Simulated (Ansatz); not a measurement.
Input

```
crystal:
  periodic: [false, false, false]
  atoms:
    - { symbol: Ge, position_ang: [0.055, 1.3726, 0.1696] }
    - { symbol: C, position_ang: [-0.6455, -0.418, 0.0191] }
    - { symbol: C, position_ang: [0.3401, -1.4191, -0.3718] }
    - { symbol: O, position_ang: [0.0423, -1.2322, 0.9764] }
    - { symbol: H, position_ang: [-0.2167, 2.1368, -1.2102] }
    - { symbol: H, position_ang: [-0.7726, 2.1692, 1.2762] }
    - { symbol: H, position_ang: [1.5456, 1.4199, 0.5033] }
    - { symbol: H, position_ang: [-1.672, -0.6536, -0.1416] }
    - { symbol: H, position_ang: [1.4189, -1.0532, -0.4704] }
    - { symbol: H, position_ang: [-0.0121, -2.3737, -0.7476] }
basis:
  gaussian: { orbitals: def2-SVP }
hamiltonian:
  xc: revpbe
  dispersion: d4
relax:
  f_tol: 0.015
  max_steps: 40
output:
  orbitals: {}
```

Run with:

```sh
ansatz run input.yaml --threads 2 --pin off --max-ram 3072MiB --backend cpu --events-out ev --progress --plain --runs-dir out
```

The fields are those of the relaxed geometry.

These are results of RKS revPBE-D4/def2-SVP in Ansatz 0.2.0, not measurements.

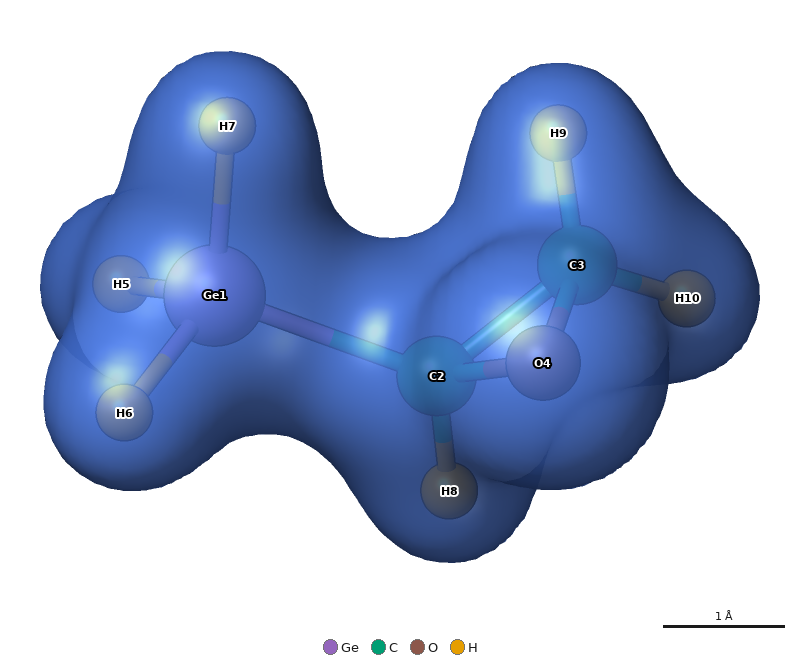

C$_{2}$H$_{6}$GeO (SMILES [GeH3][CH]1CO1). Isosurface of the electron density at 0.2 e/Å³ (blue), seen at a tilt.

Which contacts does the surface bridge?

At this value the surface is in one piece. It bridges the shortest C–O (1.43 Å), C–C (1.48 Å), C–Ge (1.98 Å) and C–H (1.11 Å) contacts, where the density stays above the isovalue. On the grid the lowest density along these lines, outside the cores, is 1.7 e/Å³ (C–O, 1.43 Å), 1.6 e/Å³ (C–C, 1.48 Å), 0.83 e/Å³ (C–Ge, 1.98 Å) and 1.8 e/Å³ (C–H, 1.11 Å).
